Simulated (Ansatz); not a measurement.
**One shape, several levels: BH3Cl− (SMILES [BH3-]Cl)**

Wanted: a comparison of 6 runs (B3LYP/STO-3G, PBE/STO-3G, SVWN5/STO-3G, wB97M-V/STO-3G, UMP2/STO-3G, CCSDT/STO-3G) of BH3Cl−. 

The calculation is run with Ansatz 0.2.0.

3 further runs of the same task are left out: 3 that didn't finish.

## 1. The molecule

BH3Cl−: 5 atoms, total charge -1, spin state singlet. As SMILES, `[BH3-]Cl`. The H5–B1 distance was set to 3.020 Å, away from the relaxed value. At this shape a bond of the SMILES string is far longer than usual.

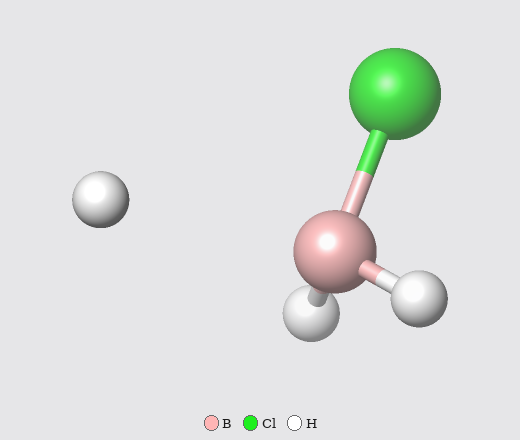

Viewed from a chosen angle; boron pink, chlorine green, hydrogen white.

## 2. A single-point energy at B3LYP/STO-3G (run 1)

input.yaml

```yaml
crystal:
  periodic: [false, false, false]
  atoms:
    - {symbol: B, position_ang: [0.205226, -1.405772, -1.057271]}
    - {symbol: Cl, position_ang: [-0.723024, -0.861452, -2.590171]}
    - {symbol: H, position_ang: [1.345916, -1.612522, -1.396271]}
    - {symbol: H, position_ang: [-0.337264, -2.409252, -0.660471]}
    - {symbol: H, position_ang: [0.000500, 0.857390, 0.931390]}
basis:
  gaussian:
    orbitals: STO-3G
total_charge: -1
accuracy: high
hamiltonian:
  xc: {name: B3LYP}
```

Launch:

```sh
$ ansatz run input.yaml --threads 1 --pin off --max-ram 2610MiB --events-out events.jsonl --progress --plain --runs-dir runs
```

Output:

```text
Warning: RAYON_NUM_THREADS=1 ignored (pool sized by the plan → 1); use --threads N
Functional definition: B3LYP
  name "B3LYP"
  parameter a0 = 0.2
  parameter ax = 0.72
  parameter ac = 0.81
  exchange = (1 - a0 - ax)*slater_x + ax*b88_x + a0*exact_x
  correlation = (1 - ac)*vwn_rpa_c + ac*lyp_c
281 factors; integrals over basis functions are off by at most 5.9e-9 eV
mean field evaluation 1: about -13091.2821 eV, gradient 1.8e1 eV
mean field evaluation 2: about -13072.3925 eV, gradient 4.0e1 eV
mean field evaluation 4: about -13096.1705 eV, gradient 3.4e0 eV
mean field evaluation 8: about -13096.2170 eV, gradient 1.2e-1 eV
mean field evaluation 16: about -13096.2171 eV, gradient 1.4e-6 eV
mean field -13096.21712149 eV, -481.2771022798 hartree, gradient 5.2e-8 eV, S^2 0.000000; 0 other end points of the search recorded, 0 dependent functions left out
reference -13096.21714997 eV, -481.2771033267 hartree; 13, 13 occupied and 4, 4 virtual orbitals, 281 factors
Total energy: -13096.21714997 eV, -481.2771033267 hartree
```

Wall time 0.93 s (1 thread of Arm Neoverse V1, shared host); peak memory 0.091 GiB.

## 3. A single-point energy at PBE/STO-3G (run 2)

in.yaml

```yaml
crystal:
  periodic: [false, false, false]
  atoms:
    - symbol: B
      position_ang: [0.205226, -1.405772, -1.057271]
    - symbol: Cl
      position_ang: [-0.723024, -0.861452, -2.590171]
    - symbol: H
      position_ang: [1.345916, -1.612522, -1.396271]
    - symbol: H
      position_ang: [-0.337264, -2.409252, -0.660471]
    - symbol: H
      position_ang: [0.000500, 0.857390, 0.931390]
basis:
  gaussian:
    orbitals: STO-3G
total_charge: -1
hamiltonian:
  xc: {name: PBE}
accuracy: high
```

Launch:

```sh
$ ansatz run in.yaml --threads 1 --pin off --max-ram 2610MiB --events-out events.jsonl --progress --plain --runs-dir runs
```

Output:

```text
Warning: RAYON_NUM_THREADS=1 ignored (pool sized by the plan → 1); use --threads N
Functional definition: PBE
  name "PBE"
  parameter kappa = 0.804
  parameter beta = 0.06672455060314922
  exchange = pbe_x(kappa = kappa, mu = beta*pi^2/3)
  correlation = pbe_c(beta = beta)
281 factors; integrals over basis functions are off by at most 5.9e-9 eV
mean field evaluation 1: about -13084.0267 eV, gradient 1.8e1 eV
mean field evaluation 2: about -13064.1996 eV, gradient 4.3e1 eV
mean field evaluation 4: about -13084.8267 eV, gradient 2.8e1 eV
mean field evaluation 8: about -13085.9402 eV, gradient 1.6e1 eV
mean field evaluation 16: about -13089.4585 eV, gradient 1.5e-7 eV
mean field -13089.45850291 eV, -481.0287276285 hartree, gradient 6.4e-9 eV, S^2 0.000000; 0 other end points of the search recorded, 0 dependent functions left out
reference -13089.45850476 eV, -481.0287276964 hartree; 13, 13 occupied and 4, 4 virtual orbitals, 281 factors
Total energy: -13089.45850476 eV, -481.0287276964 hartree
```

Wall time 1 s (1 thread of Arm Neoverse V1, shared host).

Runs 3 to 5 aren't shown in full; the table further down has their settings and results.

## 4. The energy at CCSDT/STO-3G (run 6)

job.yaml

```yaml
crystal:
  periodic: [false, false, false]
  atoms:
    - symbol: B
      position_ang: [0.205226, -1.405772, -1.057271]
    - symbol: Cl
      position_ang: [-0.723024, -0.861452, -2.590171]
    - symbol: H
      position_ang: [1.345916, -1.612522, -1.396271]
    - symbol: H
      position_ang: [-0.337264, -2.409252, -0.660471]
    - symbol: H
      position_ang: [0.000500, 0.857390, 0.931390]
basis:
  gaussian: {orbitals: STO-3G}
total_charge: -1
correlation: {method: ccsdt, frozen_orbitals: {B: 1, Cl: 5, H: 0}}
accuracy: high
scf: {omitted_lower_state_checks: [cluster_reference, increment]}
```

Launch:

```sh
$ ansatz run job.yaml --threads 1 --pin off --max-ram 2610MiB --events-out events.jsonl --progress --plain --runs-dir runs
```

Output:

```text
Warning: RAYON_NUM_THREADS=1 ignored (pool sized by the plan → 1); use --threads N
[... 11 lines left out ...]
6 core orbitals not correlated: weight in the atoms' cores, before any rotation towards them, 1.000 or more for the frozen orbitals, at most 0.000 for the correlated occupied ones
[... 29 lines left out ...]
WARN: these amplitudes may be one of several solutions (largest doubles amplitude 0.82, level shift 6.35 eV)
Total energy: -13075.27810713 eV, -480.5076076954 hartree
Checks for a lower state left out: cluster_reference, increment
```

Wall time 0.2 s (1 thread of Arm Neoverse V1, shared host).

## 5. The series

| run | level | frozen core orbitals | energy (Eh) | wall time |
| --- | --- | --- | --- | --- |
| 1 | B3LYP/STO-3G | – | -481.277103 | 0.93 s |
| 2 | PBE/STO-3G | – | -481.028728 | 1 s |
| 3 | SVWN5/STO-3G | – | -479.414728 | 0.62 s |
| 4 | wB97M-V/STO-3G | – | -481.276176 | 13 s |
| 5 | UMP2/STO-3G | 6 | -480.487432 | 0.14 s |
| 6 | CCSDT/STO-3G | 6 | -480.507608 | 0.2 s |

## 6. What came out

| quantity | value |
| --- | --- |
| run 6: total energy | -480.50761 Eh |
| run 6: correlation energy (6 core orbitals frozen) | -169.4 mEh |
| run 6: T1 diagnostic | 0.112 |

What this shows: Totals of different functionals can't be ranked against each other. In run 6 the log says that unrestricted orbitals would lower the reference, so the values rest on an unstable closed-shell determinant (other closed-shell runs at this shape may share the fault). In runs 1, 2, 3, 4, 5, 6 the basis is minimal, so the values are rough. Spin contamination of the reference: run 5 ⟨S²⟩ = 0.98. Where it is this large, the reference is a mixture of spin states, and values that rest on it are in doubt. All runs together took 16 s, the longest 13 s.
